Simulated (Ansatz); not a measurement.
# H4SSeSi: relaxed scan of one distance in Python

Wanted for H4SSeSi: a relaxed scan of one distance.

Program: Ansatz 0.2.0 through its Python package. Level of theory: B3LYP+D4/def2-SVP. These are calculated values, not measurements.

## Step 1: Starting point

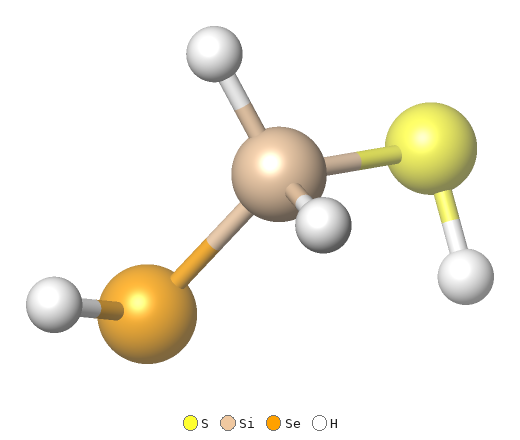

The starting structure, viewed from a chosen angle; sulfur yellow, silicon light orange, selenium orange, hydrogen white.

The script holds or builds the structure itself.

## Step 2: The code

File run_relaxed_scan.py:

```python
"""One bond of H4SSeSi held at set lengths while the rest relaxes."""

import ansatz as az
import numpy as np

config = {
    "basis": "def2-SVP",
    "xc": "B3LYP",
    "vdw": "d4",
}

geometry_ang = [
    ("S", (-2.0511, 0.0655, -0.4497)),
    ("Si", (-0.11, 0.3562, 0.2936)),
    ("Se", (1.0413, -1.5636, -0.0419)),
    ("H", (-1.5541, -0.1366, -1.7657)),
    ("H", (0.5559, 1.456, -0.4355)),
    ("H", (-0.161, 0.681, 1.7303)),
    ("H", (2.3403, -0.9265, 0.6231)),
]
h4ssesi = az.Crystal.molecule()
for symbol, xyz in geometry_ang:
    h4ssesi = h4ssesi.atom(symbol, xyz)

calculation = (
    h4ssesi.calculation()
    .basis(gaussian=config["basis"])
    .functional(config["xc"], dispersion=config["vdw"])
)
symbols = [site.symbol for site in h4ssesi.cartesian_sites]
pairs = [(0, 1), (0, 3), (1, 2), (1, 4), (1, 5), (2, 6)]
print("held (A)   E (eV)        ", "  ".join(f"{symbols[i]}{i}-{symbols[j]}{j}" for i, j in pairs))
for length in [2.08, 2.26, 2.44, 2.72, 3.06]:
    rep = calculation.relax(constraints=[az.DistanceConstraint((1, 2), at=length)], force_tolerance=0.02, max_steps=60).run(threads=1, backend="cpu").report
    xyz = np.array(rep["positions_ang"])
    print(f"{length:6.2f} {rep['free_energy_ev']:14.5f}  ", "  ".join(f"{np.linalg.norm(xyz[i] - xyz[j]):.3f}" for i, j in pairs))
```

## Step 3: The input behind the calls

The package turns the script's settings into the engine's input (first run):

```yaml
crystal:
  periodic: [false, false, false]
  atoms:
    - { symbol: S, position_ang: [-2.0511, 0.0655, -0.4497] }
    - { symbol: Si, position_ang: [-0.11, 0.3562, 0.2936] }
    - { symbol: Se, position_ang: [1.0413, -1.5636, -0.0419] }
    - { symbol: H, position_ang: [-1.5541, -0.1366, -1.7657] }
    - { symbol: H, position_ang: [0.5559, 1.456, -0.4355] }
    - { symbol: H, position_ang: [-0.161, 0.681, 1.7303] }
    - { symbol: H, position_ang: [2.3403, -0.9265, 0.6231] }
basis:
  gaussian:
    orbitals: def2-SVP
hamiltonian:
  xc: b3lyp
  dispersion: d4
relax:
  f_tol: 0.02
  max_steps: 60
  constraints:
    - { distance: [1, 2], at: 2.08 }
```

## Step 4: Running it

On the command line:

```console
> python run_relaxed_scan.py
```

What it wrote:

```text
held (A)   E (eV)         S0-Si1  S0-H3  Si1-Se2  Si1-H4  Si1-H5  Se2-H6
DeckWarning: relax.constraints: the input's atoms, or those drawn, lie off the distances that are held; a relaxation that starts there is brought onto them ahead of its first SCF, by positions alone, an atom by 9.18e-2 Å at the most. With the symmetry detection on, the symmetry is detected on the input's atoms as so brought (as typed, where only the drawn atoms reach the distances), and notices that speak of the structure as typed mean those atoms
  2.08   -84117.13398   2.163  1.354  2.080  1.493  1.492  1.479
  2.26   -84117.53163   2.154  1.354  2.260  1.490  1.488  1.478
  2.44   -84117.45222   2.147  1.354  2.440  1.488  1.485  1.477
  2.72   -84116.93976   2.137  1.354  2.720  1.487  1.484  1.478
  3.06   -84116.17484   2.128  1.354  3.060  1.485  1.481  1.479
```

(Warnings from the package without file and line, repeats left out.)

Run time: 3.7 min. Hardware: 1 thread of Intel Xeon at 2.60GHz (Ice Lake), shared host; peak memory 0.27 GiB.

## Step 5: The engine's runs

The 5 runs, in the order started:

```
run  distance (Å)  energy from run 2 (eV)  SCF cycles in all  CPU time (s)
  1          2.08                  0.3976                 75            29
  2          2.26                  0.0000                 91            37
  3          2.44                  0.0794                111            45
  4          2.72                  0.5919                124            51
  5          3.06                  1.3568                143            62
```

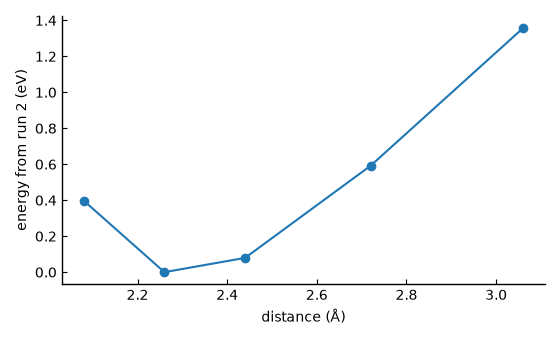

Energy against distance; lines join the points.

## Step 6: Path of the relaxation of run 1

Step by step:

```
step  E - E(step 1) (eV)  largest force component (eV/Å)
   1              0.0000                          1.5461
   2             -0.1912                          0.6348
   3             -0.2081                          0.2775
   4             -0.2149                          0.0649
   5             -0.2197                          0.0309
   6             -0.2219                          0.0256
   7             -0.2233                          0.0236
   8             -0.2230                          0.0420
   9             -0.2236                          0.0040
```

Step 1 is the start. Step 8 was tried and not accepted.

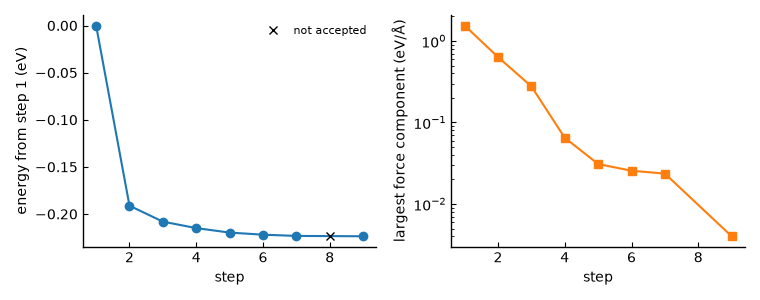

Energy and largest force along the relaxation.

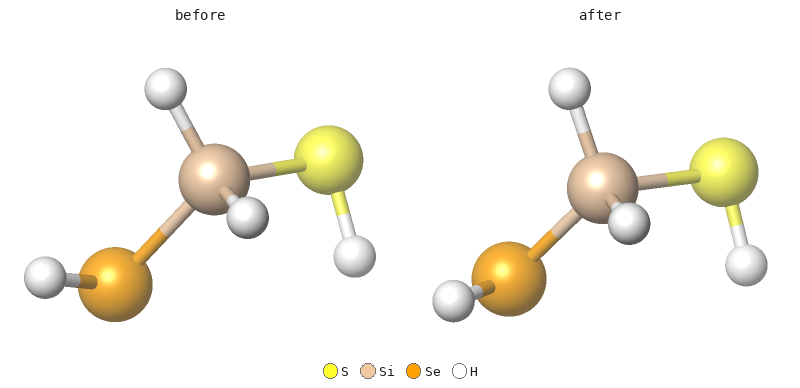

The structure before (left) and after (right) the relaxation, drawn at the same scale.

Before: Bond lengths: S1–Si2 2.099 Å, Si2–Se3 2.264 Å, S1–H4 1.421 Å, Si2–H5 1.478 Å, Si2–H6 1.474 Å, Se3–H7 1.592 Å. Angles: S1–Si2–Se3 107.5°, S1–Si2–H5 110.2°, S1–Si2–H6 110.1°, Se3–Si2–H5 109.2°, Se3–Si2–H6 110.4°, H5–Si2–H6 109.4°, Si2–S1–H4 91.4°, Si2–Se3–H7 90.8°.

After: Bond lengths: S1–Si2 2.163 Å, Si2–Se3 2.080 Å, S1–H4 1.354 Å, Si2–H5 1.493 Å, Si2–H6 1.492 Å, Se3–H7 1.479 Å. Angles: S1–Si2–Se3 107.2°, S1–Si2–H5 112.4°, S1–Si2–H6 102.4°, Se3–Si2–H5 111.4°, Se3–Si2–H6 115.6°, H5–Si2–H6 107.5°, Si2–S1–H4 95.1°, Si2–Se3–H7 95.5°.

## Step 7: Path of the relaxation of run 5

The steps of the relaxation:

| step | energy from step 1 (eV) | largest force component (eV/Å) |
| --- | --- | --- |
| 1 | 0.0000 | 2.3707 |
| 2 | -0.8038 | 0.6308 |
| 3 | -0.8907 | 0.3169 |
| 4 | -0.9012 | 0.1096 |
| 5 | -0.9067 | 0.1147 |
| 6 | -0.9124 | 0.0485 |
| 7 | -0.9091 | 0.3439 |
| 8 | -0.9134 | 0.0422 |
| 9 | -0.9156 | 0.0123 |
| 10 | -0.9110 | 0.3954 |
| 11 | -0.9163 | 0.0900 |
| 12 | -0.9162 | 0.1366 |
| 13 | -0.9169 | 0.0468 |
| 14 | -0.9174 | 0.0148 |
| 15 | -0.9178 | 0.0576 |
| 16 | -0.9174 | 0.1142 |
| 17 | -0.9181 | 0.0149 |
| 18 | -0.9183 | 0.0299 |
| 19 | -0.9184 | 0.0746 |
| 20 | -0.9186 | 0.0364 |
| 21 | -0.9187 | 0.0016 |

Step 1 is the start. Steps 7, 10, 12, 16 were tried and not accepted.

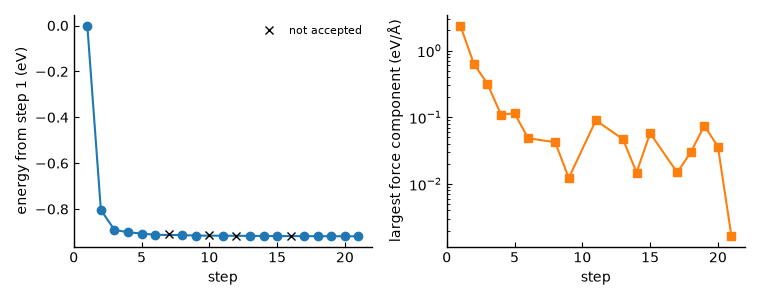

Energy and largest force along the relaxation.

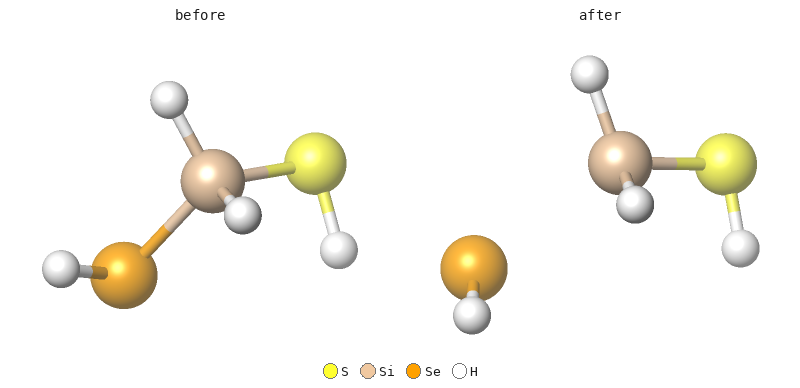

Before and after, at one scale.

Before: Bond lengths: S1–Si2 2.099 Å, Si2–Se3 2.264 Å, S1–H4 1.421 Å, Si2–H5 1.478 Å, Si2–H6 1.474 Å, Se3–H7 1.592 Å. Angles: S1–Si2–Se3 107.5°, S1–Si2–H5 110.2°, S1–Si2–H6 110.1°, Se3–Si2–H5 109.2°, Se3–Si2–H6 110.4°, H5–Si2–H6 109.4°, Si2–S1–H4 91.4°, Si2–Se3–H7 90.8°.

After: Bond lengths: S1–Si2 2.128 Å, S1–H4 1.354 Å, Si2–H5 1.485 Å, Si2–H6 1.481 Å, Se3–H7 1.479 Å. Angles: S1–Si2–H5 114.6°, S1–Si2–H6 107.9°, H5–Si2–H6 114.2°, Si2–S1–H4 94.6°.

## Step 8: Summary of results

```
                  quantity     value
             runs compared         5
           range of energy  1.357 eV
lowest point, distance (Å)      2.26
```

**Reading.** The curve has its lowest point inside the range, at 2.26. The ends stand 0.398 and 1.36 eV above it. The distance scanned is the script's pair 1, 2. Run 1: The relaxation took 7 moves; the largest shift is 0.296 Å, of atom 7 (H). Run 5: The relaxation took 16 moves; the largest shift is 0.792 Å, of atom 7 (H). The energies are electronic: no zero-point or thermal terms, and the basis set is short of its limit. b3lyp holds the VWN-RPA fit, as in Gaussian; the form of ORCA and Turbomole is b3lyp5.
